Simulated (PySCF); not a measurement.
## Electronic structure of PbI (charge +1) in real space

```xyz
2

Pb    0.0000    0.0000   -1.0070
I     0.0000    0.0000    1.7162
```

Core potentials replace the inner electrons of Pb and I.

The calculation used RKS PBE, Pb def2-SVP with ECP60, I def2-SVP with ECP28; non-relativistic Hamiltonian with scalar-relativistic core potentials where named; density fitting in PySCF 2.14.0.

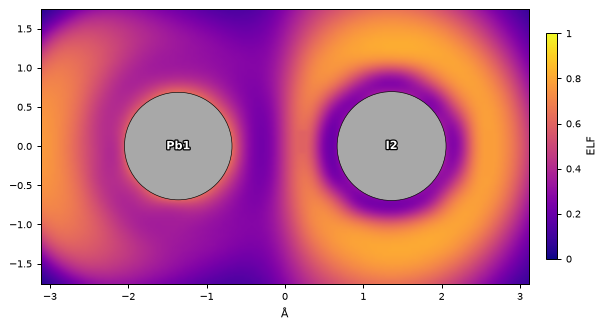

Figure 1. Electron localisation function on a plane that holds the molecular axis. Grey discs cover the atomic cores.

What do the fields say about this system?

Atoms in the plane: Pb and I.
Pb–I (2.72 Å): the ELF peaks at about 0.60 in the valence shell of I, 1.2 Å from its nucleus, and is about 0.45 at the midpoint.
The ELF also peaks beside I2, away from the bonds: lone-pair regions.

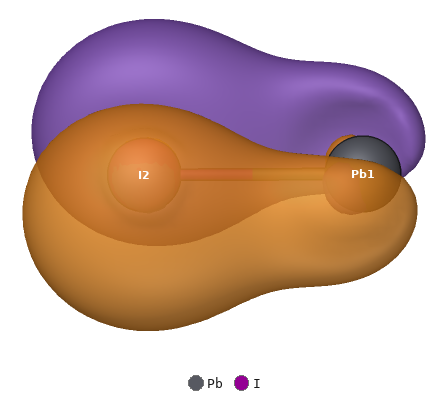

Figure 2. The HOMO at ±0.08 Å⁻³ᐟ² (orange and purple are the two phases), seen from one side.

Describe this orbital and give its energy.

By Hirshfeld shares it lies mainly on I2 (about 85 %) and Pb1 (about 15 %); it vanishes on the molecular axis (π type). It is one of a degenerate set, so its orientation is arbitrary. Its energy is −11.99 eV.
